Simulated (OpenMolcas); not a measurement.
# One shape, several levels: AlGeNH4O (SMILES [NH2][GeH]1[O][AlH]1)

Aim: a comparison of 6 runs (HF/STO-3G, HF/6-31G*, B2PLYP/6-31G*, PBE/6-31G*, SVWN5/6-31G*, MP2/6-31G*) of AlGeNH4O. 

The results are computed with OpenMolcas 26.06.

1 further run of the same task is left out (set aside as unsound or not needed).

## Step 1: The molecule

The species is AlGeNH4O (8 atoms), meant as a singlet with charge 0. SMILES: `[NH2][GeH]1[O][AlH]1`. The shape is that of a PBE0-D4/def2-TZVP optimisation. This is one conformer, not always the lowest.

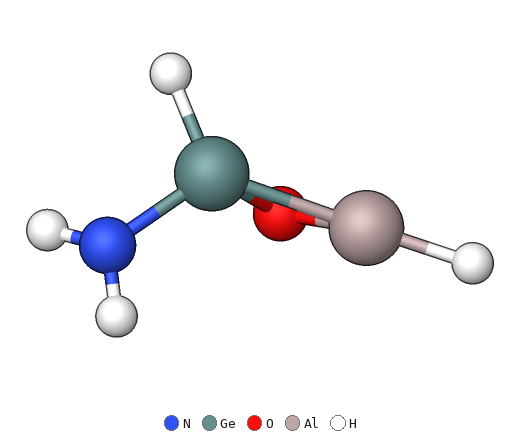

The structure, seen from a chosen angle (nitrogen blue, germanium teal, oxygen red, aluminium light grey, hydrogen white).

## Step 2: Energy and gradient at HF/STO-3G (run 1)

The input, mol.input:

```
* AlGeH4NO Hartree-Fock
>>> EXPORT MOLCAS_PRINT=2
&GATEWAY
BasLib=$CurrDir
Coord
8
angstrom
N       -1.000700       1.330400       0.514400
Ge       0.239100       0.000100       0.626900
O        1.177500      -0.346000      -0.983500
Al       0.431500      -1.856900      -0.769100
H       -0.662600       2.276400       0.611900
H       -1.682100       1.271200      -0.226100
H        1.237900       0.511900       1.685400
H        0.351700      -3.244100      -1.515600
Basis=STO-3G
Group=NoSym
&SEWARD
&SCF
Thresholds=1e-10 1e-07 1e-07 1e-05
PrOrbitals=1
&ALASKA
```

The basis set STO-3G is read from a file made from the Basis Set Exchange's data (not shown).

Command:

```console
$ export MOLCAS_MEM=1860
$ pymolcas mol.input > mol.log
```

Log:

```text
--- Start Module: gateway ---
[...]
--- Stop Module: gateway /rc=_RC_ALL_IS_WELL_ ---
[...]
      Basis functions           41
[...]
--- Start Module: scf ---
[...]
       Convergence after  15 Iterations
[...]
::    Total SCF energy                              -2420.6556018173
[...]
      Total spin, S                                     0.0000000000
[...]
      Total electronic charge=   64.000000
      Total            charge=   -0.000000
[...]
      Dipole Moment (debye):
      Origin of the operator (angstrom)=    0.2474   -0.2681    0.1306
                   X= -6.4105E-01               Y= -3.0362E+00               Z= -8.5884E-01           Total=  3.2198E+00
      Quadrupole Moment (debye*angstrom):
[...]
--- Stop Module: scf /rc=_RC_ALL_IS_WELL_ ---
[...]
--- Start Module: alaska ---
[...]
 *              Molecular gradients               *
 **************************************************
  Irreducible representation: a
 ------------------------------------------------------------------------------------------
                              X                       Y                       Z
 ------------------------------------------------------------------------------------------
  N1               -2.68990119151802E-02    3.73015221629771E-02   -1.37719098117124E-02
  GE2              -1.85945591005092E-02    1.64321990254765E-02    1.33385344602885E-02
  O3                2.02223651155364E-02    7.11470897009470E-03   -1.90096610540635E-02
  AL4              -5.66960219112911E-03   -1.67007435873998E-02   -9.93323857533923E-04
  H5               -6.76964647579492E-04   -1.28017151628992E-02    5.94934199661151E-03
  H6                7.27036230992173E-03   -5.76848200737162E-03    1.06006757059212E-02
  H7                2.46047834261525E-02    1.34358614867467E-02    2.82380165140133E-02
  H8               -2.57372997131161E-04   -3.90133508874326E-02   -2.43516739535701E-02
[...]
--- Stop Module: alaska /rc=_RC_ALL_IS_WELL_ ---
[...]
```

Wall time 4.5 s (1 thread of AMD EPYC 7R43 (Zen 3), shared host); peak memory 0.37 GiB.

## Step 3: Energy and forces at HF/6-31G(d) (spherical functions) (run 2)

The input, coord.xyz:

```xyz
8

N     -1.000700     1.330400     0.514400
Ge     0.239100     0.000100     0.626900
O      1.177500    -0.346000    -0.983500
Al     0.431500    -1.856900    -0.769100
H     -0.662600     2.276400     0.611900
H     -1.682100     1.271200    -0.226100
H      1.237900     0.511900     1.685400
H      0.351700    -3.244100    -1.515600
```

The input, test.inp:

```
* AlGeH4NO Hartree-Fock

&GATEWAY
  BASLIB = $CurrDir
  COORD = coord.xyz
  BASIS = 6-31Gs
  GROUP = NoSym

&SEWARD

&SCF
  THRESHOLDS = 1e-10 1e-07 1e-07 1e-05
  PRORBITALS = 1 1

&ALASKA
```

The basis set 6-31G* is read from a file made from the Basis Set Exchange's data (not shown).

Command:

```console
$ export MOLCAS_MEM=1860
$ pymolcas test.inp > test.log
```

Log:

```text
--- Start Module: gateway ---
[...]
--- Stop Module: gateway /rc=_RC_ALL_IS_WELL_ ---
[...]
      Basis functions           86
[...]
--- Start Module: scf ---
[...]
       Convergence after  15 Iterations
[...]
::    Total SCF energy                              -2448.6273239381
[...]
      Total spin, S                                     0.0000000000
[...]
      Total electronic charge=   64.000000
      Total            charge=   -0.000000
[...]
      Dipole Moment (debye):
      Origin of the operator (angstrom)=    0.2474   -0.2681    0.1306
                   X= -1.2933E+00               Y= -1.2866E+00               Z=  7.1085E-02           Total=  1.8256E+00
      Quadrupole Moment (debye*angstrom):
[...]
--- Stop Module: scf /rc=_RC_ALL_IS_WELL_ ---
[...]
--- Start Module: alaska ---
[...]
 *              Molecular gradients               *
 **************************************************
  Irreducible representation: a
 ------------------------------------------------------------------------------------------
                              X                       Y                       Z
 ------------------------------------------------------------------------------------------
  N1                4.50774870078163E-03   -6.96951717255168E-03    4.28315829265902E-03
  GE2              -6.19199935528503E-03   -3.78839944491016E-03    5.46449053062759E-03
  O3                6.94267114488412E-03    3.62220978115158E-03   -7.97896915594620E-03
  AL4              -3.28876896112429E-03    3.05968466101092E-04    4.52207078570588E-03
  H5                2.88766129100271E-03    8.21477631259171E-03    1.86539005787478E-03
  H6               -5.78508908654030E-03   -1.30101384183801E-03   -6.35479238804759E-03
  H7                7.34545481753557E-04    1.67941454437148E-03   -2.68455233965348E-04
  H8                1.93230784512555E-04   -1.76343864487549E-03   -1.53289288909075E-03
[...]
--- Stop Module: alaska /rc=_RC_ALL_IS_WELL_ ---
[...]
```

Run time: 17 s. Hardware: 1 thread of AMD EPYC 7R43 (Zen 3), shared host; peak memory 0.47 GiB.

## Step 4: The energy at B2PLYP/6-31G(d) (spherical functions) (run 3)

The input, struct.xyz:

```xyz
8

N     -1.000700     1.330400     0.514400
Ge     0.239100     0.000100     0.626900
O      1.177500    -0.346000    -0.983500
Al     0.431500    -1.856900    -0.769100
H     -0.662600     2.276400     0.611900
H     -1.682100     1.271200    -0.226100
H      1.237900     0.511900     1.685400
H      0.351700    -3.244100    -1.515600
```

The input, run.input:

```
&GATEWAY
  BasLib
  $CurrDir
  Coord
  struct.xyz
  Basis
  6-31Gs
  Group
  NoSym

&SEWARD
  GridInput
  Grid=UltraFine
  End of Grid

&SCF
  KSDFT
  B2PLYP_SCF
  Thresholds
  1e-10 1e-07 1e-07 1e-05
  PrOrbitals
  1

&MBPT2
  Frozen
  16
```

The basis set 6-31G* is read from a file made from the Basis Set Exchange's data (not shown).

Command:

```console
$ export MOLCAS_MEM=1860
$ pymolcas run.input > run.log
```

Log:

```text
--- Start Module: gateway ---
[...]
--- Stop Module: gateway /rc=_RC_ALL_IS_WELL_ ---
[...]
      Basis functions           86
[...]
--- Start Module: scf ---
[...]
       Convergence after  15 Iterations
[...]
::    Total KS-DFT energy                           -2450.6937919070
[...]
      Total spin, S                                     0.0000000000
[...]
      Total electronic charge=   64.000000
      Total            charge=   -0.000000
[...]
      Dipole Moment (debye):
      Origin of the operator (angstrom)=    0.2474   -0.2681    0.1306
                   X= -1.2052E+00               Y= -9.9349E-01               Z= -3.0823E-02           Total=  1.5622E+00
      Quadrupole Moment (debye*angstrom):
[...]
--- Stop Module: scf /rc=_RC_ALL_IS_WELL_ ---
[...]
--- Start Module: mbpt2 ---
[...]
 ###    WARNING: MP2 implementation intended for RHF references only         ###
 ###############################################################################
MBPT2 WARNING: Reference function according to RunFile:KS-DFT
I'll assume you know what you're doing and continue
WARNING!
Default frozen orbitals as non valence orbitals is overwritten by user input.
Default values:  18
[...]
       Reference weight ( Cref**2 )         =        0.75180
::    Total MBPT2 energy                            -2451.4998705604
[...]
      Total MBPT2 calculations                           0.40      0.46
--- Stop Module: mbpt2 /rc=_RC_ALL_IS_WELL_ ---
[...]
```

Run time: 31 s. Hardware: 1 thread of AMD EPYC 7R43 (Zen 3), shared host; peak memory 0.47 GiB.

Runs 4 to 5 aren't shown in full; the table further down has their settings and results.

## Step 5: The energy at MP2/6-31G(d) (spherical functions) (run 6)

The input, mol.xyz:

```xyz
8

N     -1.000700     1.330400     0.514400
Ge     0.239100     0.000100     0.626900
O      1.177500    -0.346000    -0.983500
Al     0.431500    -1.856900    -0.769100
H     -0.662600     2.276400     0.611900
H     -1.682100     1.271200    -0.226100
H      1.237900     0.511900     1.685400
H      0.351700    -3.244100    -1.515600
```

The input, test.input:

```
* AlGeH4NO MP2

&GATEWAY
  BasLib = $CurrDir
  Coord = mol.xyz
  Basis = 6-31Gs
  Group = NoSym

&SEWARD

&SCF
  Thresholds = 1e-10 1e-07 1e-07 1e-05
  PrOrbitals = 1 1

&MBPT2
  Frozen = 16
```

The basis set 6-31G* is read from a file made from the Basis Set Exchange's data (not shown).

Command:

```console
$ export MOLCAS_MEM=1860
$ pymolcas test.input > test.log
```

Log:

```text
--- Start Module: gateway ---
[...]
--- Stop Module: gateway /rc=_RC_ALL_IS_WELL_ ---
[...]
      Basis functions           86
[...]
--- Start Module: scf ---
[...]
       Convergence after  15 Iterations
[...]
::    Total SCF energy                              -2448.6273239381
[...]
      Total spin, S                                     0.0000000000
[...]
      Total electronic charge=   64.000000
      Total            charge=   -0.000000
[...]
      Dipole Moment (debye):
      Origin of the operator (angstrom)=    0.2474   -0.2681    0.1306
                   X= -1.2933E+00               Y= -1.2866E+00               Z=  7.1085E-02           Total=  1.8256E+00
      Quadrupole Moment (debye*angstrom):
[...]
--- Stop Module: scf /rc=_RC_ALL_IS_WELL_ ---
[...]
--- Start Module: mbpt2 ---
[...]
WARNING!
Default frozen orbitals as non valence orbitals is overwritten by user input.
Default values:  18
[...]
       Reference weight ( Cref**2 )         =        0.83352
::    Total MBPT2 energy                            -2449.2793458318
[...]
      Total MBPT2 calculations                           0.35      0.40
--- Stop Module: mbpt2 /rc=_RC_ALL_IS_WELL_ ---
[...]
```

It took 11 s on 1 thread of AMD EPYC 7R43 (Zen 3), shared host; peak memory 0.47 GiB.

## Step 6: Overview of the runs

| run | level | task | frozen core orbitals | energy (Eh) | dipole moment (D) of the reference | HOMO energy (eV) | LUMO energy (eV) | wall time |
| --- | --- | --- | --- | --- | --- | --- | --- | --- |
| 1 | HF/STO-3G | gradient | – | -2420.655602 | 3.22 | -4.55 | 7.42 | 4.5 s |
| 2 | HF/6-31G* (spherical functions) | gradient | – | -2448.627324 | 1.83 | -8.65 | 1.40 | 17 s |
| 3 | B2PLYP/6-31G* (spherical functions) | energy | 16 | -2450.911433 | 1.56 | -7.08 | -0.18 | 31 s |
| 4 | PBE/6-31G* (spherical functions) | gradient | – | -2450.930521 | 1.15 | -5.06 | -1.92 | 48 s |
| 5 | SVWN5/6-31G* (spherical functions) | gradient | – | -2446.332742 | 1.18 | -5.16 | -2.09 | 40 s |
| 6 | MP2/6-31G* (spherical functions) | energy | 16 | -2449.279346 | 1.83 | -8.65 | 1.40 | 11 s |

## Step 7: Summary of results

| quantity | value |
| --- | --- |
| run 6: total energy | -2449.27935 Eh |
| run 6: dipole moment (mean-field density) | 1.83 D |
| run 6: HOMO energy (Hartree–Fock orbitals) | -8.65 eV |
| run 6: LUMO energy (Hartree–Fock orbitals) | 1.40 eV |
| run 6: HOMO–LUMO gap (Hartree–Fock orbitals) | 10.06 eV |
| run 6: correlation energy (16 core orbitals frozen) | -652.0 mEh |

**Reading.** Over runs 1, 2, 3, 4, 5 the dipole moment (its size) runs from 1.15 D (PBE/6-31G*) to 3.22 D (HF/STO-3G). The two ends differ in method and basis. Over runs 1, 2, 3, 4, 5 the HOMO–LUMO gap runs from 3.07 eV (SVWN5/6-31G*) to 11.97 eV (HF/STO-3G). For B2PLYP the log adds the whole second-order term; the table takes 0.27 of it, as the functional is defined. Totals of different functionals can't be ranked against each other. In run 1 the basis is minimal, so the values are rough. All runs together took 2.5 min, the longest 48 s.
